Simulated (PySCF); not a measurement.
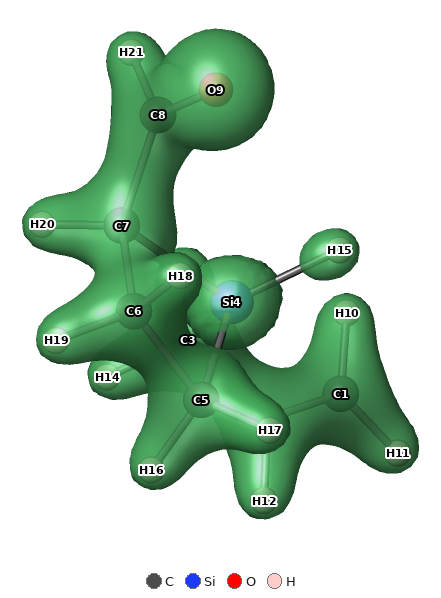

The picture shows: C$_{7}$H$_{12}$OSi. Isosurface of the total electron density at 1 e/Å³ (green), seen at an oblique angle.

Geometry: GFN2-xTB.

Computed with PBE0/pcSseg-1, SCF density, gas phase, non-relativistic (PySCF 2.14.0).

```csv
atom,x (Å),y (Å),z (Å)
C,3.6382,0.4726,0.5576
C,2.6808,-0.2639,0.0247
C,1.4853,0.2805,-0.6748
Si,-0.0509,0.1035,0.4416
C,-0.9334,-1.5848,0.5635
C,-2.2503,-0.9637,0.0541
C,-1.7600,0.4020,-0.4477
C,-2.4381,1.5753,0.1036
O,-3.1303,1.5950,1.0920
H,3.6223,1.5486,0.4978
H,4.4795,0.0359,1.0672
H,2.7173,-1.3421,0.1029
H,1.6470,1.3303,-0.9194
H,1.3298,-0.2601,-1.6096
H,0.1072,0.8444,1.6941
H,-0.5536,-2.3438,-0.1196
H,-1.0193,-2.0467,1.5437
H,-2.9508,-0.8062,0.8727
H,-2.7436,-1.5525,-0.7177
H,-1.6706,0.4760,-1.5291
H,-2.2153,2.5166,-0.4435
```

### How is the density connected at this value?

At this value the surface falls into four separate pieces. It bridges the sampled C–O (1.21 Å), C–C (1.32 Å) and C–H (1.08 Å) contacts, where the density stays above the isovalue. It is pinched off along the sampled C–Si (1.91 Å) contacts. On the grid the lowest density along these lines, outside the cores, is 2.9 e/Å³ (C–O, 1.21 Å), 2.3 e/Å³ (C–C, 1.32 Å), 0.76 e/Å³ (C–Si, 1.91 Å) and 1.9 e/Å³ (C–H, 1.08 Å).
